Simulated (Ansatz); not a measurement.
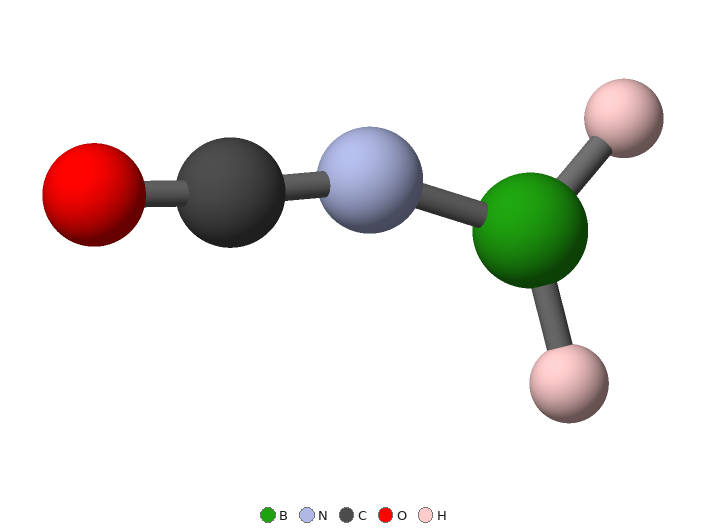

Rendered structure (ball-and-stick style).

What does the picture show?

Formula CH2BNO. As SMILES it reads `BN=C=O`. It has no ring. Among its groups: B–H bond. All atoms lie on one plane. Coordination: 1 B trigonal planar; 1 N bent; 1 C linear.

More results for the same structure follow; atom numbers are the same in all pictures, views and colours differ. The geometry was computed by an optimisation with PBE0-D4/def2-TZVP.

## Shape

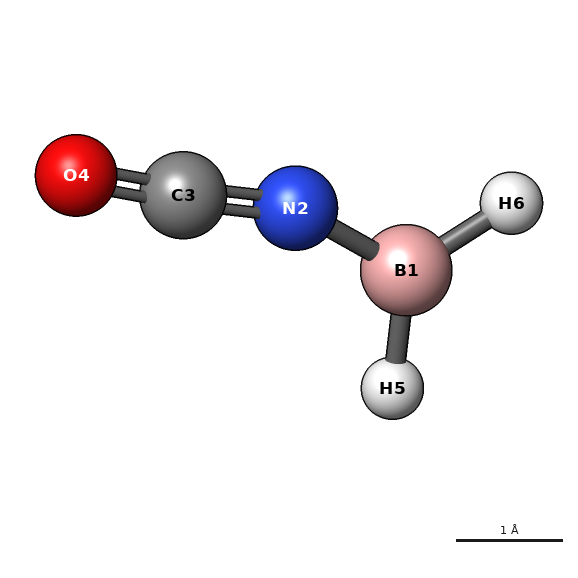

The atoms are numbered.

Which atoms are bonded, and how long are the bonds?

```tsv
bond	length (Å)	order
B1–N2	1.404	single
B1–H5	1.195	single
B1–H6	1.193	single
N2–C3	1.196	double
C3–O4	1.162	double
```

## Charges

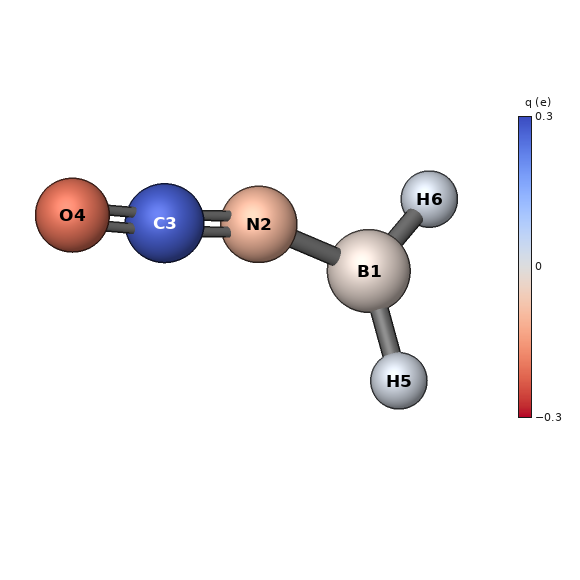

Atoms are coloured by their Mulliken charges. Level of theory: RKS PBE0-D4/def2-TZVP (Ansatz 0.2.0).

Give the Mulliken charges atom by atom.

```tsv
atom	value (e)
B1	−0.02
N2	−0.09
C3	0.27
O4	−0.20
H5	0.02
H6	0.02
```

## Thermal motion

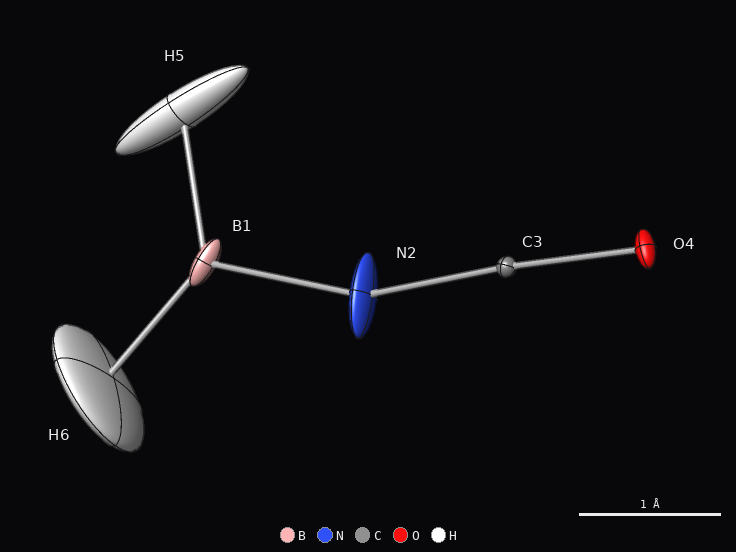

Displacement ellipsoids at the 50 % level, from the internal vibrations of the free molecule (harmonic, no overall translation or rotation; no half-axis is drawn under 0.075 Å). Vibrations computed with RKS PBE0-D4/def2-TZVP (Ansatz 0.2.0). Temperature: 298 K.

Which atom has the largest mean-square displacement?

H6, with U_eq = 0.0789 Å².

Does H5 move more along its bond or across it?

Across it: the root-mean-square amplitude is 0.120 Å along the bond and up to 0.382 Å across, since bending and torsion are softer than stretching.

Give the displacement parameters, one line for each set of equivalent atoms.

```json
{"atom": "B1", "U_eq (Å²)": "0.0069", "rms amplitudes (Å)": "0.033, 0.062, 0.125"}
{"atom": "N2", "U_eq (Å²)": "0.0172", "rms amplitudes (Å)": "0.023, 0.096, 0.205"}
{"atom": "C3", "U_eq (Å²)": "0.0019", "rms amplitudes (Å)": "0.029, 0.050, 0.051"}
{"atom": "O4", "U_eq (Å²)": "0.0044", "rms amplitudes (Å)": "0.024, 0.051, 0.099"}
{"atom": "H5", "U_eq (Å²)": "0.0559", "rms amplitudes (Å)": "0.085, 0.121, 0.382"}
{"atom": "H6", "U_eq (Å²)": "0.0789", "rms amplitudes (Å)": "0.091, 0.337, 0.339"}
```

## Dipole moment

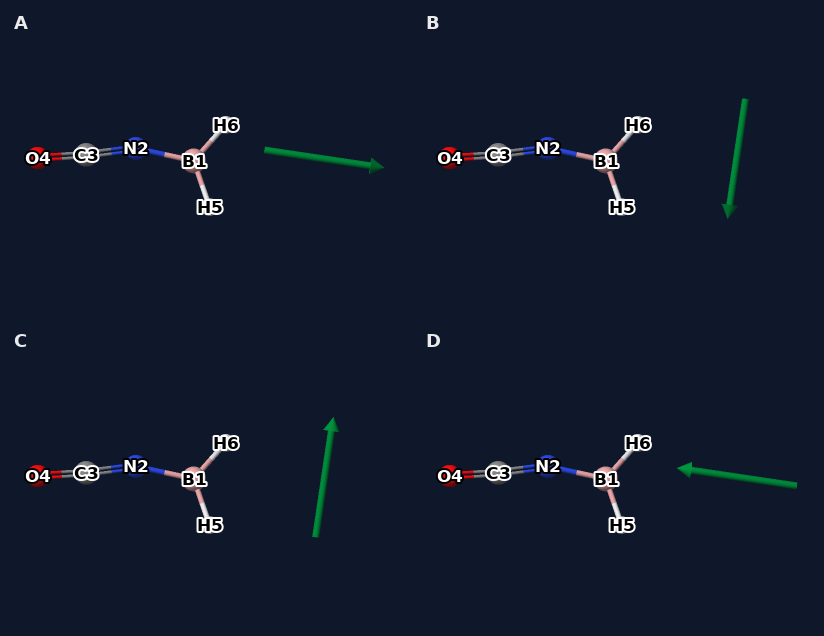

The same molecule four times, each with an arrow. Properties computed with RKS PBE0-D4/def2-TZVP (Ansatz 0.2.0).

Which arrow points along the dipole moment, from the negative to the positive end?

A. The dipole moment is 1.00 D; it points from the side of O4 to the side of H5, H6 (the outermost atoms at the two ends).

## Levels of theory compared

Program: Ansatz 0.2.0.

Tabulate HOMO energy (eV), HOMO–LUMO gap (eV) at these levels: B3LYP-D4/def2-TZVPP; BHLYP-D4/def2-TZVPP; BLYP-D4/def2-TZVPP; HSE06-D4/def2-TZVPP; PBE-D4/def2-TZVPP; PBE0-D4/def2-QZVPP; PBE0-D4/def2-SVP; r2SCAN0-D4/def2-TZVPP; r2SCANh-D4/def2-TZVPP; revPBE-D4/def2-TZVPP; ωB97X-V/def2-TZVPP.

```
                level  HOMO energy (eV)  HOMO–LUMO gap (eV)
  B3LYP-D4/def2-TZVPP             −8.18                6.03
  BHLYP-D4/def2-TZVPP             −9.68                8.80
   BLYP-D4/def2-TZVPP             −6.94                4.18
  HSE06-D4/def2-TZVPP             −7.99                5.67
    PBE-D4/def2-TZVPP             −7.03                4.13
   PBE0-D4/def2-QZVPP             −8.41                6.45
     PBE0-D4/def2-SVP             −8.30                6.46
r2SCAN0-D4/def2-TZVPP             −8.58                6.86
r2SCANh-D4/def2-TZVPP             −7.81                5.59
 revPBE-D4/def2-TZVPP             −6.98                4.19
   ωB97X-V/def2-TZVPP            −10.72               11.00
```

Mulliken values depend strongly on the basis set and can even reverse the polarity of a bond.
